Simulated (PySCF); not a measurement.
SMILES COC=[OH+] (charge +1) at its PBE0/def2-SVP optimised geometry (Å):

```
9

C     -0.5462     1.3791     0.0010
O     -1.0129     0.0017     0.0000
C     -0.2542    -0.9984     0.0000
O      1.0145    -0.9984     0.0000
H      0.0292     1.5689    -0.9166
H     -1.4572     1.9856     0.0043
H      0.0339     1.5662     0.9163
H     -0.7383    -1.9856     0.0000
H      1.4572    -0.1280    -0.0001
```

Calculation: PBE0/def2-TZVP (PySCF).

Map of the Laplacian of the electron density (e/bohr⁵) on the plane z = 0.6 Å:

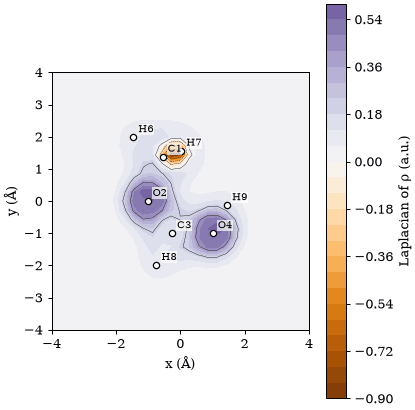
Figure: Laplacian of the electron density (e/bohr⁵) on the plane z = 0.6 Å.
